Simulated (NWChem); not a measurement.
# the pair BH2Cl···SiH3Cl: a chain of runs

Aim: the energy (singlet BSiH5Cl2, BLYP-D3(BJ)/6-31G*), then the energy (singlet BH2Cl, BLYP-D3(BJ)/6-31G*), then a single-point energy (singlet SiH3Cl, BLYP-D3(BJ)/6-31G*), then the energy (singlet BH2Cl, BLYP-D3(BJ)/6-31G*), then a single-point energy (singlet SiH3Cl, BLYP-D3(BJ)/6-31G*) of BCl2H5Si and its partners. 

Program for the calculation: NWChem 7.3.0.

## 1. The structure to begin with

The species is BSiH5Cl2 (9 atoms), meant as a singlet with charge 0. The two molecules were placed rigidly side by side, at 0.9 times their contact distance; the pair isn't optimised.

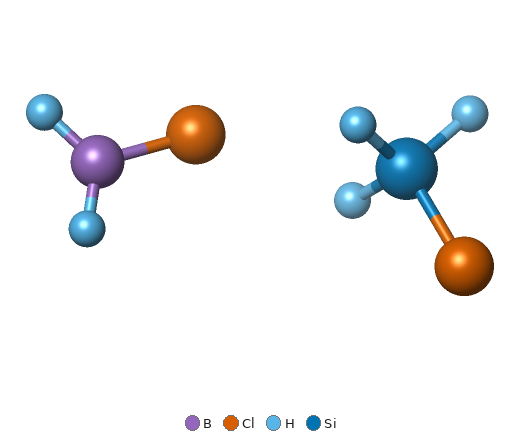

The structure, seen from a chosen angle (boron purple, chlorine orange, hydrogen blue, silicon blue).

## 2. The energy at BLYP-D3(BJ)/6-31G(d) (spherical functions) (run 1)

Contents of work.nw:

```
start work
title "BCl2H5Si"
memory stack 880 mb heap 220 mb global 1100 mb
charge 0
geometry units atomic noautosym nocenter noautoz
B   -0.24674154   0.06950413  -0.13269657
Cl   2.55324676  -0.71851167   1.37247029
H   -2.11664444  -1.02880470   0.46388997
H   -0.18986078   1.67785003  -1.70362590
Si   5.99226485  -3.81095398   6.07289946
Cl   4.34327094  -5.86792087   8.92048997
H    4.86167950  -1.25122546   6.05592972
H    5.50526353  -5.10845884   3.64206916
H    8.74287461  -3.65922787   6.56375582
end
basis spherical bse
* library 6-31G*
end
dft
xc becke88 lyp
disp vdw 4
grid fine
convergence energy 1e-08
maxiter 100
mulliken
noprint "final vectors analysis"
end
task dft energy
```

Command:

```console
$ nwchem work.nw > work.out
```

Standard output (excerpt; [...] marks lines left out):

```text
[...]
          Wavefunction type:  closed shell.
          No. of atoms     :     9
          No. of electrons :    58
[...]
          Charge           :     0
          Spin multiplicity:     1
[...]
          AO basis - number of functions:    78
[...]
              XC Information
              --------------
                    Becke 1988 Exchange Functional  1.000
              Lee-Yang-Parr Correlation Functional  1.000
[...]
 d= 0,ls=0.0,diis     1  -1237.6324119078 -1.46D+03  1.58D-02  5.02D-01     3.0
[...]
 d= 0,ls=0.0,diis    10  -1237.6968303042 -5.25D-09  6.78D-07  2.48D-09    21.9
         Total DFT energy =    -1237.696830304168
      One electron energy =    -2149.081950654802
           Coulomb energy =      773.314412134980
    Exchange-Corr. energy =      -83.321934878252
 Nuclear repulsion energy =      221.406659429984
    Dispersion correction =       -0.014016336077
[...]
      Total Density - Mulliken Population Analysis
     ---------------------------------------------
    Atom       Charge   Shell Charges
 -----------   ------   -------------------------------------------------------
    1 B    5     4.98   2.00  0.61  1.40  0.50  0.44  0.05
    2 Cl  17    17.06   2.00  2.00  5.97  1.42  3.64  0.51  1.50  0.02
    3 H    1     0.97   0.53  0.45
    4 H    1     0.98   0.53  0.45
    5 Si  14    13.65   2.00  1.99  5.96  1.05  1.90  0.24  0.32  0.19
    6 Cl  17    17.23   2.00  2.00  5.97  1.42  3.65  0.54  1.64  0.02
    7 H    1     1.04   0.52  0.52
    8 H    1     1.04   0.52  0.52
    9 H    1     1.04   0.52  0.52
[...]
```

Run time: 23 s. Hardware: 1 thread of Intel Xeon Platinum 8259CL at 2.50GHz (Skylake/Cascade Lake), shared host; peak memory 0.12 GiB.

## 3. BH2Cl: a single-point energy at BLYP-D3(BJ)/6-31G(d) (spherical functions) (run 2)

Contents of work.nw:

```
start work
title "BClH2 BLYP"
memory 2200 mb

geometry noautosym nocenter noautoz
  B    -0.130570    0.036780   -0.070220
  Cl    1.351120   -0.380220    0.726280
  H    -1.120080   -0.544420    0.245480
  H    -0.100470    0.887880   -0.901520
end

basis spherical bse
  * library 6-31G*
end

dft
  xc becke88 lyp
  disp vdw 4
  grid fine
  convergence energy 1e-08
  iterations 100
  mulliken
  noprint "final vectors analysis"
end

task dft
```

Command:

```console
$ nwchem work.nw > work.out
```

Standard output (excerpt; [...] marks lines left out):

```text
[...]
          Wavefunction type:  closed shell.
          No. of atoms     :     4
          No. of electrons :    24
[...]
          Charge           :     0
          Spin multiplicity:     1
[...]
          AO basis - number of functions:    36
[...]
              XC Information
              --------------
                    Becke 1988 Exchange Functional  1.000
              Lee-Yang-Parr Correlation Functional  1.000
[...]
 d= 0,ls=0.0,diis     1   -486.1868536435 -5.24D+02  2.54D-02  2.58D-01     0.7
[...]
 d= 0,ls=0.0,diis     8   -486.2226441169  7.90D-09  8.85D-06  8.58D-08     3.3
         Total DFT energy =     -486.222644116904
      One electron energy =     -744.373666336025
           Coulomb energy =      253.401658020702
    Exchange-Corr. energy =      -33.030055175655
 Nuclear repulsion energy =       37.783138762696
    Dispersion correction =       -0.003719388622
[...]
      Total Density - Mulliken Population Analysis
     ---------------------------------------------
    Atom       Charge   Shell Charges
 -----------   ------   -------------------------------------------------------
    1 B    5     4.98   2.00  0.61  1.40  0.49  0.44  0.05
    2 Cl  17    17.06   2.00  2.00  5.97  1.42  3.64  0.52  1.50  0.02
    3 H    1     0.98   0.53  0.45
    4 H    1     0.98   0.53  0.45
[...]
```

Wall time 4.2 s (1 thread of Intel Xeon Platinum 8259CL at 2.50GHz (Skylake/Cascade Lake), shared host); peak memory 0.12 GiB.

## 4. SiH3Cl: the energy at BLYP-D3(BJ)/6-31G(d) (spherical functions) (run 3)

Contents of calc.nw:

```
start calc
title "ClH3Si"
memory stack 880 mb heap 220 mb global 1100 mb
geometry units angstrom noautosym nocenter noautoz
Si    3.170970   -2.016670    3.213640
Cl    2.298360   -3.105170    4.720520
H     2.572690   -0.662120    3.204660
H     2.913260   -2.703280    1.927300
H     4.626530   -1.936380    3.473390
end
basis "ao basis" spherical bse
Si library 6-31G*
Cl library 6-31G*
H library 6-31G*
end
dft
xc becke88 lyp
disp vdw 4
grid fine
convergence energy 1e-08
iterations 100
mulliken
print low
end
task dft energy
```

Command:

```console
$ nwchem calc.nw > calc.out
```

Standard output (excerpt; [...] marks lines left out):

```text
[...]
 d= 0,ls=0.0,diis     1   -751.4437837709 -8.38D+02  2.09D-02  2.52D-01     1.1
[...]
 d= 0,ls=0.0,diis     8   -751.4741065723 -5.56D-10  1.36D-06  2.32D-09     5.7
         Total DFT energy =     -751.474106572264
      One electron energy =    -1210.167344895576
           Coulomb energy =      422.648037208741
    Exchange-Corr. energy =      -50.285334994170
 Nuclear repulsion energy =       86.337285221955
    Dispersion correction =       -0.006749113214
[...]
      Total Density - Mulliken Population Analysis
     ---------------------------------------------
    Atom       Charge   Shell Charges
 -----------   ------   -------------------------------------------------------
    1 Si  14    13.67   2.00  1.99  5.96  1.05  1.90  0.25  0.33  0.19
    2 Cl  17    17.23   2.00  2.00  5.97  1.42  3.65  0.54  1.65  0.02
    3 H    1     1.03   0.52  0.52
    4 H    1     1.03   0.52  0.52
    5 H    1     1.03   0.52  0.52
[...]
```

It took 6.3 s on 1 thread of Intel Xeon Platinum 8259CL at 2.50GHz (Skylake/Cascade Lake), shared host; peak memory 0.12 GiB.

## 5. BH2Cl among ghost functions: a single-point energy at BLYP-D3(BJ)/6-31G(d) (spherical functions, with ghost functions) (run 4)

Contents of bclh2.nw:

```
start bclh2
title "BClH2"
memory total 2200 mb

geometry noautosym nocenter noautoz
  B       -0.130570       0.036780      -0.070220
  Cl       1.351120      -0.380220       0.726280
  H       -1.120080      -0.544420       0.245480
  H       -0.100470       0.887880      -0.901520
  bqSi     3.170970    -2.016670     3.213640
  bqCl     2.298360    -3.105170     4.720520
  bqH      2.572690    -0.662120     3.204660
  bqH      2.913260    -2.703280     1.927300
  bqH      4.626530    -1.936380     3.473390
end

basis spherical bse
  B library 6-31G*
  Cl library 6-31G*
  H library 6-31G*
  bqSi library Si 6-31G*
  bqCl library Cl 6-31G*
  bqH library H 6-31G*
end

dft
  xc becke88 lyp
  disp vdw 4
  grid fine
  convergence energy 1e-08
  iterations 100
  mulliken
  print low
end

task dft
```

Command:

```console
$ nwchem bclh2.nw > bclh2.out
```

Standard output (excerpt; [...] marks lines left out):

```text
[...]
 d= 0,ls=0.0,diis     1   -486.1872363438 -5.24D+02  1.19D-02  2.60D-01     2.4
[...]
 d= 0,ls=0.0,diis     8   -486.2232354646  8.54D-09  4.25D-06  9.23D-08    15.6
         Total DFT energy =     -486.223235464619
      One electron energy =     -744.348020491959
           Coulomb energy =      253.373091566418
    Exchange-Corr. energy =      -33.027725913152
 Nuclear repulsion energy =       37.783138762696
    Dispersion correction =       -0.003719388622
[...]
      Total Density - Mulliken Population Analysis
     ---------------------------------------------
    Atom       Charge   Shell Charges
 -----------   ------   -------------------------------------------------------
    1 B    5     4.99   2.00  0.61  1.40  0.50  0.44  0.05
    2 Cl  17    17.04   2.00  2.00  5.97  1.42  3.64  0.52  1.48  0.02
    3 H    1     0.98   0.53  0.45
    4 H    1     0.98   0.53  0.45
    5 X    0     0.01  -0.00 -0.00  0.00 -0.00 -0.00  0.00  0.01 -0.00
    6 X    0    -0.00   0.00  0.00 -0.00  0.00  0.00 -0.00 -0.00 -0.00
    7 X    0    -0.00  -0.00 -0.00
    8 X    0    -0.00  -0.00 -0.00
    9 X    0     0.00  -0.00  0.00
[...]
```

It took 16 s on 1 thread of Intel Xeon Platinum 8259CL at 2.50GHz (Skylake/Cascade Lake), shared host; peak memory 0.12 GiB.

## 6. SiH3Cl among ghost functions: the energy at BLYP-D3(BJ)/6-31G(d) (spherical functions, with ghost functions) (run 5)

Contents of geom.nw:

```
START geom
memory total 2200 mb
GEOMETRY units angstroms noautosym nocenter noautoz
 Si    3.170970   -2.016670    3.213640
 Cl    2.298360   -3.105170    4.720520
 H     2.572690   -0.662120    3.204660
 H     2.913260   -2.703280    1.927300
 H     4.626530   -1.936380    3.473390
 bqB     -0.130570     0.036780    -0.070220
 bqCl     1.351120    -0.380220     0.726280
 bqH     -1.120080    -0.544420     0.245480
 bqH     -0.100470     0.887880    -0.901520
END
BASIS spherical bse
 Si library 6-31G*
 Cl library 6-31G*
 H library 6-31G*
 bqB library B 6-31G*
 bqCl library Cl 6-31G*
 bqH library H 6-31G*
END
DFT
 xc becke88 lyp
 disp vdw 4
 grid fine
 convergence energy 1e-08
 iterations 100
 mulliken
 print low
END
TASK dft
```

Command:

```console
$ nwchem geom.nw > geom.out
```

Standard output (excerpt; [...] marks lines left out):

```text
[...]
 d= 0,ls=0.0,diis     1   -751.4443600179 -8.38D+02  1.15D-02  2.53D-01     2.6
[...]
 d= 0,ls=0.0,diis     8   -751.4746921391 -5.92D-10  7.73D-07  2.53D-09    16.3
         Total DFT energy =     -751.474692139116
      One electron energy =    -1210.153591717037
           Coulomb energy =      422.632422636013
    Exchange-Corr. energy =      -50.284059166832
 Nuclear repulsion energy =       86.337285221955
    Dispersion correction =       -0.006749113214
[...]
      Total Density - Mulliken Population Analysis
     ---------------------------------------------
    Atom       Charge   Shell Charges
 -----------   ------   -------------------------------------------------------
    1 Si  14    13.65   2.00  1.99  5.96  1.05  1.90  0.24  0.32  0.19
    2 Cl  17    17.22   2.00  2.00  5.97  1.42  3.65  0.54  1.64  0.02
    3 H    1     1.04   0.52  0.52
    4 H    1     1.04   0.52  0.52
    5 H    1     1.04   0.52  0.52
    6 X    0     0.00  -0.00 -0.00  0.00  0.00  0.00 -0.00
    7 X    0     0.01  -0.00 -0.00  0.00 -0.00 -0.00  0.00  0.01 -0.00
    8 X    0     0.00  -0.00  0.00
    9 X    0    -0.00  -0.00 -0.00
[...]
```

Run time: 17 s. Hardware: 1 thread of Intel Xeon Platinum 8259CL at 2.50GHz (Skylake/Cascade Lake), shared host; peak memory 0.13 GiB.

## 7. What came out

```
                                                                                                                   quantity           value
                                                                                    run 1, BLYP-D3(BJ)/6-31G*: total energy  -1237.69683 Eh
                                                                                   run 1, BLYP-D3(BJ)/6-31G*: dipole moment          1.77 D
                                                                               run 1, BLYP-D3(BJ)/6-31G*: dispersion energy   -36.80 kJ/mol
                                                                                                        BH2Cl: total energy   -486.22264 Eh
                                                                                                       BH2Cl: dipole moment          0.51 D
                                                                                                   BH2Cl: dispersion energy    -9.77 kJ/mol
                                                                                                       SiH3Cl: total energy   -751.47411 Eh
                                                                                                  SiH3Cl: dispersion energy   -17.72 kJ/mol
                                                                                  BH2Cl among ghost functions: total energy   -486.22324 Eh
                                                                             BH2Cl among ghost functions: dispersion energy    -9.77 kJ/mol
                                                                                 SiH3Cl among ghost functions: total energy   -751.47469 Eh
                                                                            SiH3Cl among ghost functions: dispersion energy   -17.72 kJ/mol
              interaction energy of the rigid parts BH2Cl and SiH3Cl (parts in their own basis; closest atoms 2.78 Å apart)       -0.002 eV
interaction energy of the rigid parts BH2Cl and SiH3Cl (parts in the whole basis, counterpoise; closest atoms 2.78 Å apart)        0.030 eV
```

In words: The interaction energy of the rigid parts BH2Cl and SiH3Cl (parts in their own basis; closest atoms 2.78 Å apart) is −0.00 eV (−0.0 kcal/mol). Without counterpoise this holds the superposition error of the basis. The interaction energy of the rigid parts BH2Cl and SiH3Cl (parts in the whole basis, counterpoise; closest atoms 2.78 Å apart) is 0.03 eV (0.7 kcal/mol): the parts repel at this shape. The basis-set superposition error is 3.1 kJ/mol. It is larger than the uncorrected attraction, which is thus an artefact of the basis.
